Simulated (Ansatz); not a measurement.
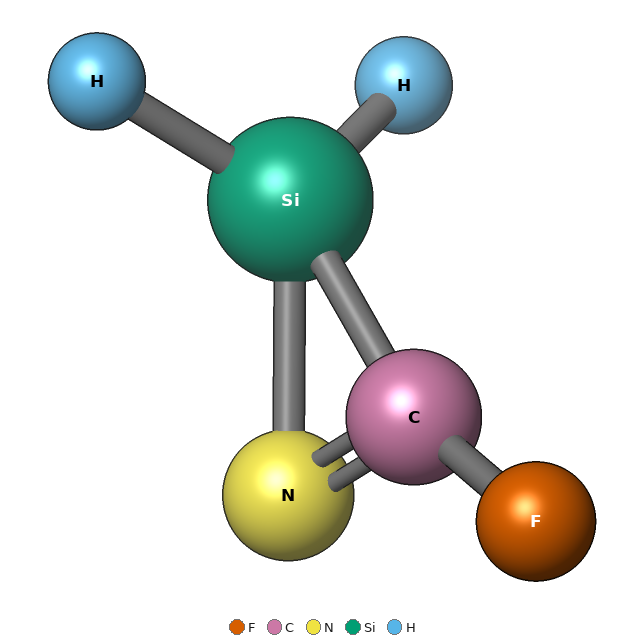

Double and triple bonds are drawn as two and three sticks.

Identify the structure.

Formula CH2FNSi. Its SMILES string is `FC1=N[SiH2]1`. Independent rings (smallest set): 1 of 3 members. Among its groups: imine, C–F bond, Si–H bond, Si–N bond. This geometry has Cs symmetry. Coordination, clear cases only: 1 C T-shaped.

More results for the same structure follow; atom numbers are the same in all pictures, views and colours differ. The computed structure is the end point of a PBE0-D4/def2-TZVP optimisation.

### Levels of theory compared

Program: Ansatz 0.2.0.

Tabulate dipole (D) at these levels: B3LYP-D4/def2-TZVPP; PBE-D4/def2-TZVPP; PBE0-D4/def2-TZVP; r2SCAN-D4/def2-TZVPP; ωB97M-V/def2-TZVPP.

```json
{"level": "B3LYP-D4/def2-TZVPP", "dipole (D)": "2.78"}
{"level": "PBE-D4/def2-TZVPP", "dipole (D)": "2.42"}
{"level": "PBE0-D4/def2-TZVP", "dipole (D)": "2.73"}
{"level": "r2SCAN-D4/def2-TZVPP", "dipole (D)": "2.54"}
{"level": "ωB97M-V/def2-TZVPP", "dipole (D)": "2.87"}
```

### Thermal motion

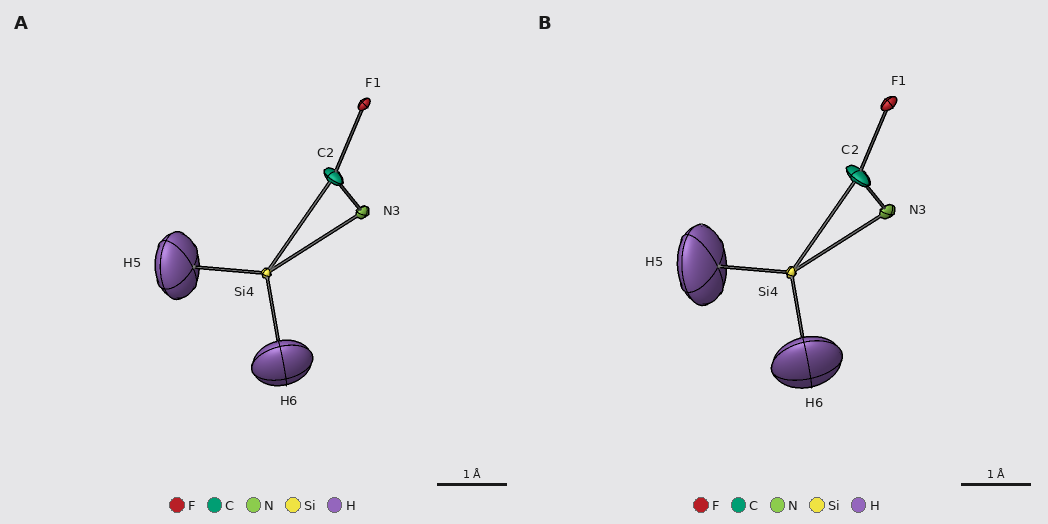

Displacement ellipsoids at the 50 % level, scaled by 2, from the internal vibrations of the free molecule (harmonic, no overall translation or rotation; no half-axis is drawn under 0.075 Å). Vibrations computed with RKS PBE0-D4/def2-TZVP (Ansatz 0.2.0). One panel is for 298 K, the other for 600 K.

**Which panel is for 600 K?**

B.

**How much does the mean-square displacement of C2 grow, and why?**

U_eq goes from 0.0021 to 0.0032 Å², a factor of 1.5. Modes below kT (417 cm⁻¹ at 600 K) grow about in proportion to T, and the lowest lies at 372 cm⁻¹; the mean-square amplitude of a mode is its zero-point value times coth(ħω/2kT), which comes close to 1 only above about 3kT.

### Charges

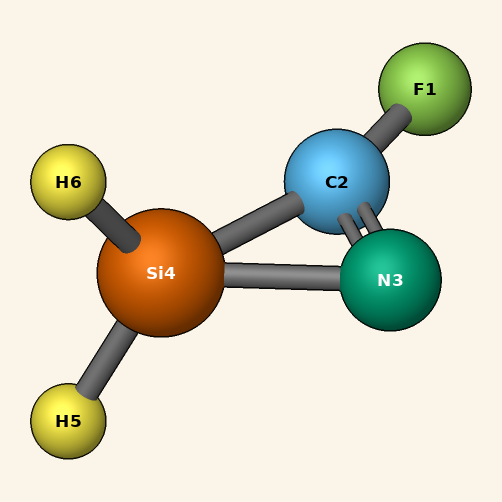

The questions are on Mulliken charges. Properties computed with RKS PBE0-D4/def2-TZVP (Ansatz 0.2.0).

**Which atom carries the highest charge (most positive or least negative)?**

Si4 (0.21 e).

**And the lowest?**

N3 (−0.24 e).

List the Mulliken charges.

```json
{"atom": "F1", "value (e)": "−0.14"}
{"atom": "C2", "value (e)": "0.15"}
{"atom": "N3", "value (e)": "−0.24"}
{"atom": "Si4", "value (e)": "0.21"}
{"atom": "H5", "value (e)": "0.01"}
{"atom": "H6", "value (e)": "0.01"}
```

Mulliken values depend strongly on the basis set and can even reverse the polarity of a bond.
